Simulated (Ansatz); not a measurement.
**C3H8AlF (SMILES C[C](C)(F)[AlH2]): density, localisation and related maps**

Input

```
crystal:
  periodic: [false, false, false]
  atoms:
    - {symbol: C, position_ang: [-1.409009, -0.323892, -0.152224]}
    - {symbol: C, position_ang: [0.043754, 0.042246, -0.382767]}
    - {symbol: C, position_ang: [0.959409, -1.100814, 0.007100]}
    - {symbol: F, position_ang: [0.199431, 0.230732, -1.781674]}
    - {symbol: Al, position_ang: [0.542138, 1.758385, 0.513227]}
    - {symbol: H, position_ang: [-1.604855, -0.472006, 0.913441]}
    - {symbol: H, position_ang: [-1.654070, -1.255956, -0.675119]}
    - {symbol: H, position_ang: [-2.086258, 0.451813, -0.519297]}
    - {symbol: H, position_ang: [0.900596, -1.291923, 1.082146]}
    - {symbol: H, position_ang: [2.001996, -0.889605, -0.244866]}
    - {symbol: H, position_ang: [0.667929, -2.018153, -0.517957]}
    - {symbol: H, position_ang: [0.499287, 1.801711, 2.103211]}
    - {symbol: H, position_ang: [0.960051, 3.032661, -0.330620]}
basis:
  gaussian: {orbitals: def2-TZVPP}
hamiltonian: {xc: pbe0, dispersion: d4}
output: {orbitals: {seedname: orbitals}}
```

Command:

```sh
ansatz run in.yaml --threads 4 --pin off --events-out ev --progress --plain --max-ram 10444MiB
```

Geometry: PBE0-D4/def2-TZVP.

Computed with Ansatz, RKS PBE0-D4/def2-TZVPP.

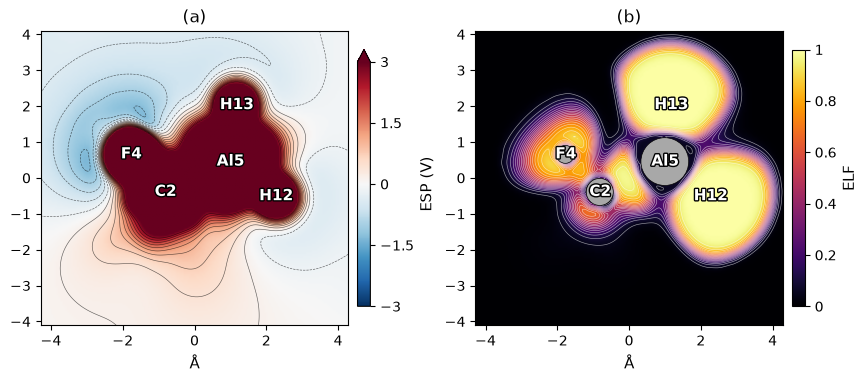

Figure 1. (a) molecular electrostatic potential; (b) electron localisation function on the plane of atoms H12, Al5 and H13. Grey discs cover the atomic cores in the ELF map.

**Read the bonding off the picture.**

The section cuts through C, F, Al and H sites.
C–F (1.42 Å): the ELF peaks at about 0.85 between the atoms, as expected for a polar covalent bond.
C–Al (2.00 Å): the ELF peaks at about 1 between the atoms; a polar covalent bond.
Al–H (1.58 Å): the ELF climbs to about 1 towards the hydrogen.
The ELF also peaks beside F4, away from the bonds: lone-pair regions.
Outside the dense part of the molecule the potential is most negative (−1.3 V) near F4.

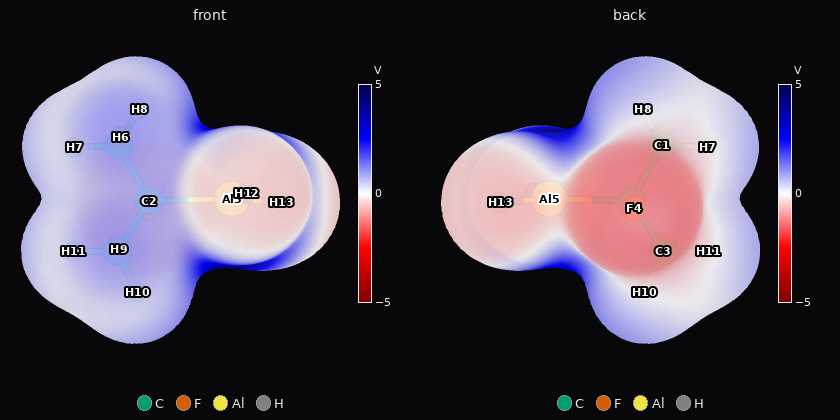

Figure 2. The electrostatic potential painted on the density surface at 0.002 e/bohr³, seen from the front and from behind; red is negative and blue positive.

**Which sites attract a positive test charge, and which a negative one?**

A positive charge is drawn to the negative regions and a negative charge to the positive ones. The most negative region (about −1.2 V) lies over F4, the most positive (about +4.1 V) over Al5.

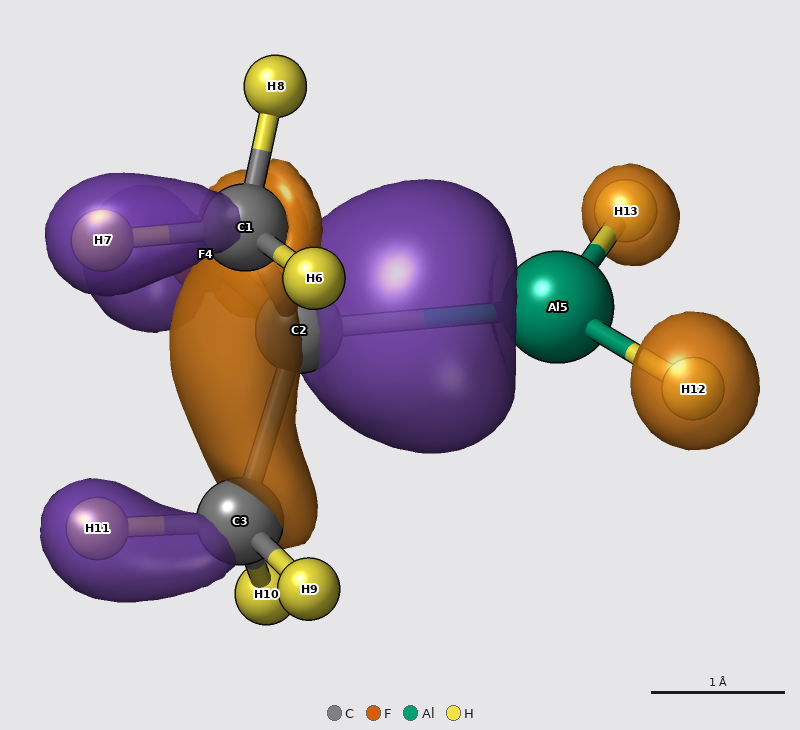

Figure 3. The HOMO at ±0.15 Å⁻³ᐟ² (orange and purple are the two phases), seen at a tilt.

**Describe this orbital and give its energy.**

It lies mainly on C2 (about 35 %), Al5 (about 20 %), F4 (about 15 %), C1 (about 5 %) and C3 (about 5 %). Its energy is −7.25 eV.
